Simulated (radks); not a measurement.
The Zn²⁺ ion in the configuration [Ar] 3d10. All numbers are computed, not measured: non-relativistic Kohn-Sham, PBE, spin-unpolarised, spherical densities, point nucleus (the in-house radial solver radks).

```
Z 30
configuration [Ar] 3d10 4s0 4p0 4d0 4f0
relativity non-relativistic
functional pbe,pbe
spin unpolarised
nucleus point
```

Wanted: the electron density ρ(r) on a logarithmic scale.

The density falls from 17000 electrons/bohr³ at the inner end (r = 0.0017 bohr) to 0.001 at r = 2.88 bohr, a common measure of the size of an atom or ion. At the nucleus d ln ρ/dr is −60 per bohr, near the cusp value −2Z = −60. The steps in the slope mark the shells; the radial density has its minima at 0.076 and 0.36 bohr.

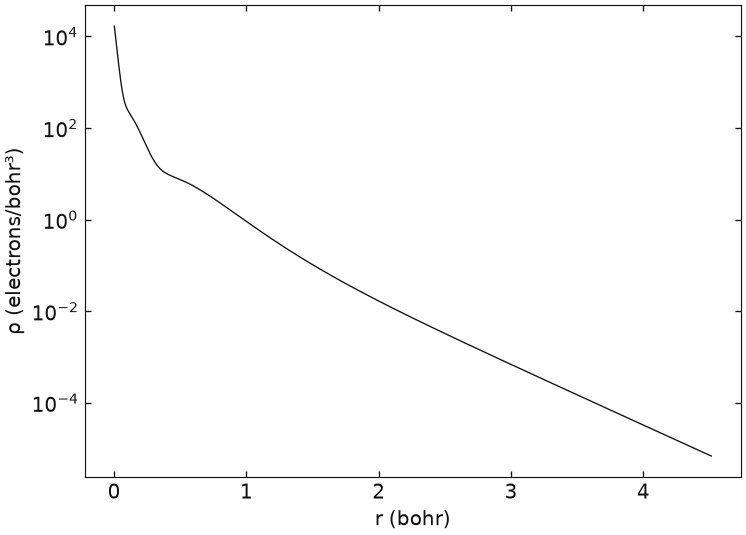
